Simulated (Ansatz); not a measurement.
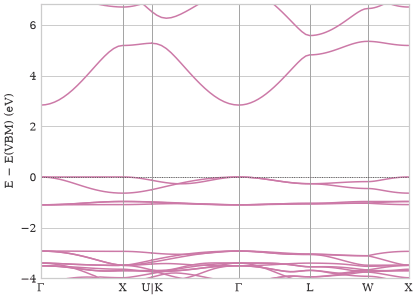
Figure. Band structure from r²SCAN (plane waves, PAW; program Ansatz)

Read off the gap and where the band edges lie.

About 2.8 eV (2.84 eV by a search for the band edges); maximum at X, minimum at Γ.

Which of these materials gives this?
(A) K2GaAgF6, Fm-3m (K on 8c, Ga on 4a, Ag on 4b, F on 24e)
(B) GaP, zinc blende
(C) Cs2YAgF6, Fm-3m (Cs on 8c, Y on 4b, Ag on 4a, F on 24e)
(D) Rb2AgRhF6, Fm-3m (Rb on 8c, Ag on 4b, Rh on 4a, F on 24e)

A, K2GaAgF6, Fm-3m (K on 8c, Ga on 4a, Ag on 4b, F on 24e)

The first step of the workflow began from a Materials Project structure, measured or hypothetical; the Crystallography Open Database copy checked does not list it. Its standing as an ambient phase is unchecked. Symmetry was held in the r²SCAN relaxation; its stability against distortions is not shown here. No spin polarisation was allowed. Spin–orbit coupling is left out wherever it is not named.

Potentials: the later of the program's two PAW sets.
